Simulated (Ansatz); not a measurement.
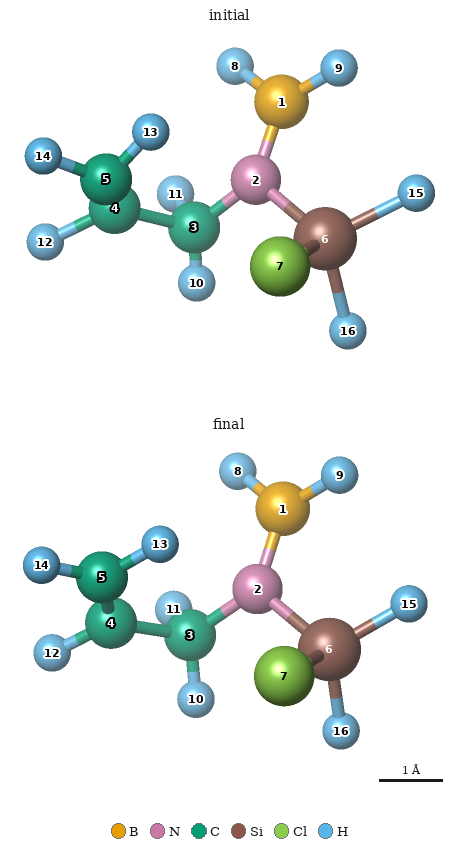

The structure of C3H9BClNSi before (top) and after (bottom) a relaxation, at one scale.

Style: ball-and-stick. Shown at a tilt.

Theory: RKS LC-wPBE/6-31G* (Ansatz).

Input file:
```yaml
crystal:
  periodic: [false, false, false]
  atoms:
    - {symbol: B, position_ang: [-1.437867, -0.553761, 1.110682]}
    - {symbol: N, position_ang: [-0.366563, -0.642436, 0.332959]}
    - {symbol: C, position_ang: [0.911213, -0.387235, 0.387327]}
    - {symbol: C, position_ang: [1.234047, 1.054972, 0.346670]}
    - {symbol: C, position_ang: [0.583253, 1.949171, -0.237393]}
    - {symbol: Si, position_ang: [-0.716569, -1.360414, -1.202885]}
    - {symbol: Cl, position_ang: [-0.622319, -0.004053, -2.730559]}
    - {symbol: H, position_ang: [-1.057521, -0.248141, 2.320492]}
    - {symbol: H, position_ang: [-2.548542, -0.797965, 0.870690]}
    - {symbol: H, position_ang: [1.601310, -0.897564, 0.041748]}
    - {symbol: H, position_ang: [1.119853, -0.547770, 1.642375]}
    - {symbol: H, position_ang: [2.422235, 1.503113, 0.539563]}
    - {symbol: H, position_ang: [-0.485936, 1.843998, -0.153300]}
    - {symbol: H, position_ang: [0.759494, 3.119626, -0.165951]}
    - {symbol: H, position_ang: [-2.152742, -2.142514, -1.157214]}
    - {symbol: H, position_ang: [0.349531, -2.581847, -1.625994]}
basis:
  gaussian: {orbitals: "6-31G*"}
hamiltonian: {xc: {name: LC-wPBE}}
relax: {f_tol: 0.001, max_steps: 2}
output: {forces: true}
```

Command:
```bash
ansatz run in.yaml --threads 4 --pin off --events-out ev --progress --plain --max-ram 11315MiB
```

> Summarise the run.

The relaxation stopped without meeting its thresholds, so the last structure isn't shown to be converged. The input was poor on purpose: steps. Over 1 geometry step the energy falls by 400.1 kJ/mol. The largest force component goes from 12 to 5 eV/Å. C5 moves most after the best rigid fit: 0.19 Å. Largest moves by element: C 0.19 Å, H 0.19 Å, Si 0.07 Å, B 0.07 Å, Cl 0.07 Å, N 0.03 Å. Near-neighbour distances that change, for instance: Si6–H16 1.676 → 1.478 Å, Si6–H15 1.636 → 1.478 Å, C4–H12 1.284 → 1.139 Å, C3–H10 0.925 → 1.053 Å. Among the angles between lasting bonds that change: H13–C5–H14 103.8° → 118.3°, H15–Si6–H16 102.5° → 111.6°, C5–C4–H12 107.6° → 116.1°.
